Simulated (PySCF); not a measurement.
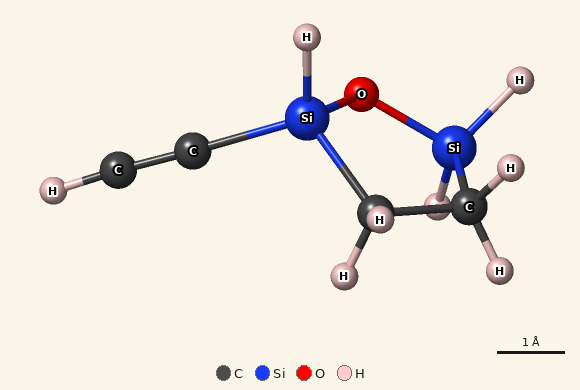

C4H8OSi2, before the relaxation. Style: ball-and-stick. Shown from a free direction.

The start comes from GFN2-xTB. Its atoms were then displaced at random by about 0.01 Å.

Level of theory: PBE0-D3(BJ)/def2-SVP geometry optimisation, gas phase (PySCF).

```xyz
15

C     0.6381    1.3898    3.2498
C     0.5387    0.6381    2.3259
Si    0.4126   -0.5585    0.9160
C    -1.1728   -0.3853   -0.0461
C    -0.8700   -0.4742   -1.5510
Si    0.9020    0.2105   -1.7732
O     1.4770   -0.0790   -0.2584
H     0.7003    2.1017    4.0404
H     0.8204   -1.9047    1.3293
H    -1.6473    0.5870    0.1832
H    -1.9676   -1.1316    0.2364
H    -1.6165    0.0460   -2.1300
H    -0.9163   -1.5036   -1.8635
H     1.7156   -0.5883   -2.6632
H     0.9703    1.6346   -2.0027
```

### Predict the outcome.

Over 7 geometry steps the energy falls by 23.7 kJ/mol. H14 moves most after the best rigid fit: 0.19 Å. By element the largest moves are H 0.19 Å, C 0.09 Å, O 0.08 Å, Si 0.06 Å. Some distances before and after: Si6–H15 1.444 → 1.494 Å, Si6–H14 1.446 → 1.491 Å, Si6–O7 1.646 → 1.682 Å, Si3–C4 1.863 → 1.894 Å. Among the angles between lasting bonds that change: H14–Si6–H15 114.8° → 109.0°, O7–Si6–H14 105.8° → 110.4°, O7–Si3–H9 106.7° → 110.0°. The run took 2.2 min on 1 thread of Arm Neoverse N1 (shared host).

Step by step:

```csv
step,"E − E(0), kJ/mol"
0,0.00
1,-21.70
2,-23.09
3,-23.38
4,-23.51
5,-23.63
6,-23.70
7,-23.72
```

The structure at the end:

```xyz
15

C     0.5817    1.3617    3.3074
C     0.5601    0.6190    2.3432
Si    0.4561   -0.5220    0.9123
C    -1.1746   -0.3334   -0.0317
C    -0.8570   -0.5009   -1.5343
Si    0.8928    0.1804   -1.8053
O     1.5508   -0.0888   -0.2807
H     0.6108    2.0246    4.1542
H     0.7440   -1.9020    1.3925
H    -1.5454    0.6855    0.1730
H    -1.9585   -1.0264    0.3131
H    -1.6172   -0.0269   -2.1757
H    -0.8409   -1.5708   -1.8056
H     1.6693   -0.5570   -2.8431
H     0.9129    1.6396   -2.1265
```

After the run, drawn alike:

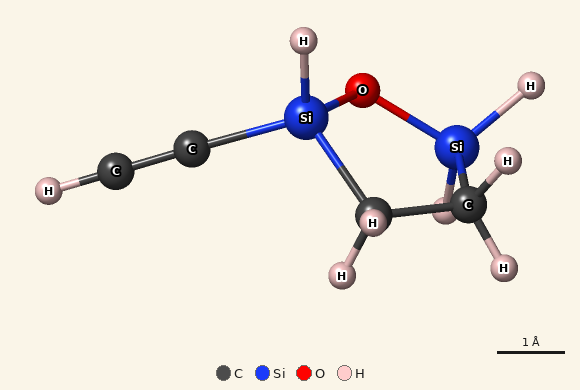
